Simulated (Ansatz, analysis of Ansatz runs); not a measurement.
**Can an added electron hop between Fe atoms in NaFeF4 (P2_1/c)?**

Question: does an added electron stay on the Fe atom where it is started in NaFeF4 (P2_1/c), and if so, how high is the barrier for a hop to another Fe site nearby? Model: a cell of 48 host atoms.

Method: plane-wave PAW DFT, PBEsol+U; relaxation of all atoms of a supercell at fixed charge in a uniform background; PAW set soft_1, in Ansatz 0.2.0.

## 1. The starting structure

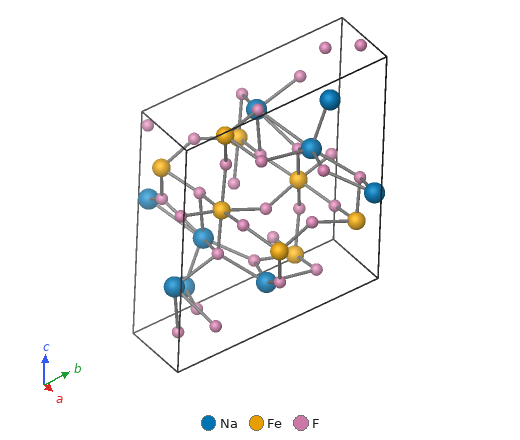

The cell as given, slightly off an axis (sodium blue, iron orange, fluorine pink). Bonds to atoms that aren't drawn are left out. Some periodic images of atoms are drawn too.

The cell holds 48 atoms: 8 Na, 8 Fe and 32 F. Its edges and angles: a = 9.264 Å, b = 9.798 Å, c = 9.527 Å, α = 57.3°, β = 78.9°, γ = 59.9°. It derives from NaFeF4 (space group P2_1/c). Nearest the centre at fractional (0.621, 0.629, 0.371): F48 at 0.60 Å, Fe13 at 1.89 Å, Fe16 at 1.89 Å, F37 at 2.31 Å, F46 at 2.42 Å, F20 at 2.45 Å, F34 at 2.53 Å, F26 at 2.90 Å.

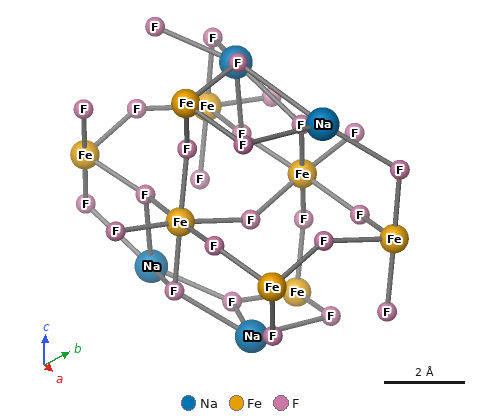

The atoms within 5 Å of the centre.

Hubbard terms: Fe d 4.0 eV. They were chosen, not fitted, to curb self-interaction in the shells named, the trial site's among them. The two sites are Fe16 and Fe13. The cell's shortest repeat is 9.3 Å. The host's moments were started antiferromagnetic in the unit cell, high spin; both sites carry the same spin direction.

## 2. The cell without the carrier

The neutral cell is relaxed first, from small random displacements, so that bond lengths and moments with the carrier can be set beside those of a relaxed cell without it.

Contents of neutral.relax/input.yaml:

```yaml
crystal:
  lattice:
    - [-1.43990755, 5.35346453, 7.42275051]
    - [6.44063, 0.0, 7.38338685]
    - [7.88053755, 5.35346453, -0.03936366]
  atoms:
    - { symbol: Na, position: [0.013545, 0.874321, 0.765415] }
    - { symbol: Na, position: [0.513545, 0.374321, 0.265415] }
    - { symbol: Na, position: [0.265415, 0.346719, 0.013545] }
    - { symbol: Na, position: [0.765415, 0.846719, 0.513545] }
    - { symbol: Na, position: [0.486455, 0.625679, 0.734585] }
    - { symbol: Na, position: [0.986455, 0.125679, 0.234585] }
    - { symbol: Na, position: [0.234585, 0.153281, 0.486455] }
    - { symbol: Na, position: [0.734585, 0.653281, 0.986455] }
    - { symbol: Fe, position: [0.064306, 0.634889, 0.193133], spin: 5.0 }
    - { symbol: Fe, position: [0.564306, 0.134889, 0.693133], spin: 5.0 }
    - { symbol: Fe, position: [0.193133, 0.607671, 0.564306], spin: 5.0 }
    - { symbol: Fe, position: [0.693133, 0.107671, 0.064306], spin: 5.0 }
    - { symbol: Fe, position: [0.435694, 0.865111, 0.306867], spin: -5.0 }
    - { symbol: Fe, position: [0.935694, 0.365111, 0.806867], spin: -5.0 }
    - { symbol: Fe, position: [0.306867, 0.892329, 0.935694], spin: -5.0 }
    - { symbol: Fe, position: [0.806867, 0.392329, 0.435694], spin: -5.0 }
    - { symbol: F, position: [0.479837, 0.645746, 0.043598] }
    - { symbol: F, position: [0.979837, 0.145746, 0.543598] }
    - { symbol: F, position: [0.043598, 0.330818, 0.979837] }
    - { symbol: F, position: [0.543598, 0.830818, 0.479837] }
    - { symbol: F, position: [0.020163, 0.854254, 0.456402] }
    - { symbol: F, position: [0.520163, 0.354254, 0.956402] }
    - { symbol: F, position: [0.456402, 0.169182, 0.520163] }
    - { symbol: F, position: [0.956402, 0.669182, 0.020163] }
    - { symbol: F, position: [0.300722, 0.884261, 0.741863] }
    - { symbol: F, position: [0.800722, 0.384261, 0.241863] }
    - { symbol: F, position: [0.241863, 0.073155, 0.300722] }
    - { symbol: F, position: [0.741863, 0.573155, 0.800722] }
    - { symbol: F, position: [0.199278, 0.615739, 0.758137] }
    - { symbol: F, position: [0.699278, 0.115739, 0.258137] }
    - { symbol: F, position: [0.258137, 0.426845, 0.199278] }
    - { symbol: F, position: [0.758137, 0.926845, 0.699278] }
    - { symbol: F, position: [0.130821, 0.818735, 0.013621] }
    - { symbol: F, position: [0.630821, 0.318735, 0.513621] }
    - { symbol: F, position: [0.013621, 0.536824, 0.630821] }
    - { symbol: F, position: [0.513621, 0.036824, 0.130821] }
    - { symbol: F, position: [0.369179, 0.681265, 0.486379] }
    - { symbol: F, position: [0.869179, 0.181265, 0.986379] }
    - { symbol: F, position: [0.486379, 0.963176, 0.869179] }
    - { symbol: F, position: [0.986379, 0.463176, 0.369179] }
    - { symbol: F, position: [0.200761, 0.592626, 0.364449] }
    - { symbol: F, position: [0.700761, 0.092626, 0.864449] }
    - { symbol: F, position: [0.364449, 0.342164, 0.700761] }
    - { symbol: F, position: [0.864449, 0.842164, 0.200761] }
    - { symbol: F, position: [0.299239, 0.907374, 0.135551] }
    - { symbol: F, position: [0.799239, 0.407374, 0.635551] }
    - { symbol: F, position: [0.135551, 0.157836, 0.799239] }
    - { symbol: F, position: [0.635551, 0.657836, 0.299239] }
basis:
  ecutwfc: 420
  xc_grid: 2
hamiltonian:
  xc: pbesol
  hubbard:
    sites: [{ species: Fe, l: d, u_eff: 4.0 }]
    projectors: ortho-atomic
  pseudopotentials: { kind: paw, azcp: { folder: soft_1 }, xc_functional: pbe }
kpoints:
  mp_grid: { grid: [1, 1, 1] }
magnetization:
  spin_polarized: true
  initial_magnetization: 0
  spin_locking: { lock_magnetization: hard }
scf:
  occupations: { method: fermi_dirac, width: 0.01 }
  max_iter: 120
  lower_state_search: "off"
output:
  forces: true
relax:
  f_tol: 0.02
  max_steps: 70
  random_displacement: { amplitude: 0.04, seed: 6598 }
checkpoint:
  write: "../neutral.relax.run"
  compress: false
  write_wavefunctions: true
  write_every: 100000
```

Started as:

```
> ansatz run input.yaml --threads 4 --pin off --max-ram 9420MiB --backend cpu --events-out ev --progress --plain --runs-dir out
```

Numbers of over 12 decimals in the logs are rounded to 6 here.

What it wrote:

```text
[... repeated set-up lines and file paths are left out, and long positions are rounded to six places ...]
Engine: ansatz 0.2.0, x86_64-unknown-linux-gnu
Pseudopotentials: kind: paw
Pseudopotential: Na, paw, valence charge 9, recommended cutoff 420 eV (normal), soft_1/Na.paw.azcp
Pseudopotential: Fe, paw, valence charge 16, recommended cutoff 420 eV (normal), soft_1/Fe.paw.azcp
Pseudopotential: F, paw, valence charge 7, recommended cutoff 420 eV (normal), soft_1/F.paw.azcp
Functional definition: PBEsol
  exchange = pbesol_x
  correlation = pbesol_c
Crystal: 48 atoms, lattice volume = 625.698 Å³
Basis set: ecut = 420 eV, 12241 PW (Γ), exchange–correlation on 128×144×128 points (8 copies of the dense FFT grid, shifted against one another)
Bands: 260, of which v1, the nominal top of the filled ones, is band 212 counted from 1 (211 counted from 0)
Symmetry: 1 space group operations
k-points: 1
Non-local potential: Na, projectors of the file, l = 0: 3, l = 1: 2, l = 2: 1
Non-local potential: Fe, projectors of the file, l = 0: 3, l = 1: 2, l = 2: 3, l = 3: 1
Non-local potential: F, projectors of the file, l = 0: 2, l = 1: 2, l = 2: 1
PAW form: soft (Blöchl's): semilocal exchange-correlation on the pseudo side does not see the compensation charge
PAW frozen core: Na, regenerated for the run's functional, and the local potential with it (the file was generated under x = pbe(κ = 0.804, μ = 0.219515), c = pbe(β = 0.066725))
PAW frozen core: Fe, regenerated for the run's functional, and the local potential with it (the file was generated under x = pbe(κ = 0.804, μ = 0.219515), c = pbe(β = 0.066725))
[...]
[... 2 atoms left out ...]
  atom  37  F     -0.00000427    -0.00053151    -0.00105777
  [... 2 atoms left out ...]
  atom  40  F     -0.00038181     0.00006658     0.00104951
  [... 4 atoms left out ...]
  atom  45  F     -0.00071779    -0.00010955     0.00057174
  atom  46  F     -0.00158221     0.00046556     0.00036861
  [... 1 atom left out ...]
  atom  48  F      0.00009264    -0.00007761    -0.00032596
  max |Σ_I F_I| component: 3.68e-4 eV/Å
--- Band table (eV) ---
  k-point 0 ↑: bands = ["-88.2585", "-88.2584", "-88.2583", "-88.2580", [... 252 left out ...] "14.6810", "14.7536", "15.1347", "15.1348"]
  k-point 0 ↓: bands = ["-88.2586", "-88.2584", "-88.2583", "-88.2580", [... 252 left out ...] "14.6808", "14.7535", "15.1347", "15.1348"]
Occupation matrices written to <dir>
--- Relaxed structure (5 steps of the walk, 5 accepted, 0 SCFs on fresh bases) ---
  F+E_penalty+E_count = -73025.33775472 eV   max|allowed force component| = 2.389e-3 eV/Å
  atoms:
    - { symbol: Na, position: [0.013558, 0.873924, 0.765788] }
    - { symbol: Na, position: [0.513597, 0.373888, 0.265882] }
[...]
- { symbol: Fe, position: [0.435539, 0.864893, 0.307421] }
[...]
- { symbol: Fe, position: [0.806689, 0.392122, 0.436158] }
[...]
- { symbol: F, position: [0.543165, 0.831151, 0.480224] }
[...]
- { symbol: F, position: [0.799945, 0.384118, 0.242437] }
    [... 7 atoms left out ...]
    - { symbol: F, position: [0.630470, 0.318642, 0.514130] }
    [... 2 atoms left out ...]
    - { symbol: F, position: [0.369262, 0.680924, 0.486907] }
    [... 2 atoms left out ...]
    - { symbol: F, position: [0.986137, 0.462993, 0.369748] }
    [... 4 atoms left out ...]
    - { symbol: F, position: [0.299190, 0.906640, 0.136270] }
    - { symbol: F, position: [0.799033, 0.406877, 0.636153] }
    [... 1 atom left out ...]
    - { symbol: F, position: [0.635575, 0.657844, 0.299778] }
[key lines of the parts left out:]
SCF converged after 7 iterations
Magnetization: 0.0000 μB (212.0000 up, 212.0000 down)
Free energy (F): -73025.337755 eV
Fermi energy:    3.706991 (↑ 3.707005, ↓ 3.706978) eV
```

Run time: 28 s. Hardware: 4 threads of Intel Xeon at 2.60GHz (Ice Lake), shared host; peak memory 1.3 GiB; 1.7 min of CPU time.

The largest displacement from an ideal site is 0.006 Å.

(Part 1 of 3 ends here.)

[Logs are printed without paths, hosts, clocks, repeated set-up lines and the standing remarks that a program may print on its own settings, such as how far it seeks lower states.]

[Hosts, paths, dates, database ids (printed as entryN), source tags and the programs' standing remarks are cut or masked in the printed files.]
